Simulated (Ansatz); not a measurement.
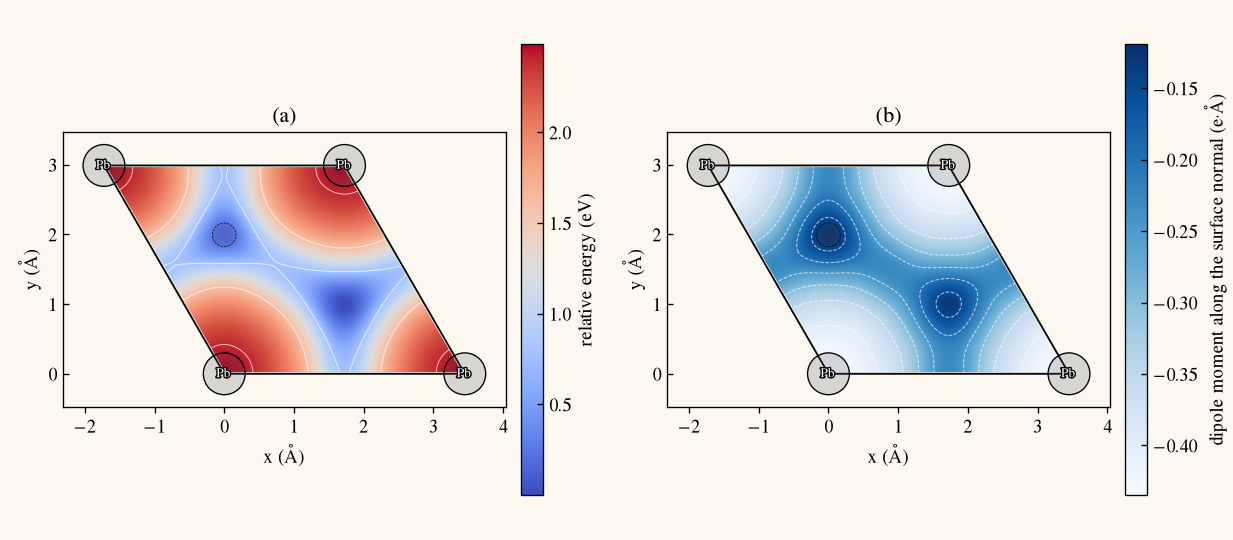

N on a Pb(111) slab cut from the Fm-3m phase, its upper half relaxed before the scan (8 atoms of substrate and one adsorbate in a 2 × 2 cell). N is moved over the surface cell; relaxed at each place: the height of the adsorbate's atoms; substrate rigid; the origin of the map has the adsorbate above Pb5. Places are given modulo a cell vector. The map is drawn in real space over the plane of the surface. The grid has 6 × 6 points; 10 points were computed and 26 follow by symmetry. Places are given in fractions of the 1 × 1 surface cell. Energies are in eV, from the lowest grid point. Method: DFT LDA, scalar-relativistic, plane waves, PAW in Ansatz. Settings: cutoff 420 eV, k-mesh 6×6×1, gaussian smearing 0.1 eV, no spin polarisation.

Panel (a) is the energy; panel (b) is the computed dipole moment along the surface normal, in e·Å.

In the figure: a smooth colour map with a few white contour lines, labelled circles for the atoms of the top layer and small ones for the second layer, the outline of one cell of the plane. Between grid points the surface is interpolated.

**How does the dipole moment along the surface normal vary over the map, and what is it at the lowest grid point?**

It runs from −0.43 e·Å at the top site over a surface Pb atom, (0/6, 0/6) of the cell vectors to −0.12 e·Å at a threefold hollow over a second-layer Pb atom, (2/6, 4/6) of the cell vectors. At the lowest grid point, a threefold hollow, (4/6, 2/6) of the cell vectors, it is −0.13 e·Å.
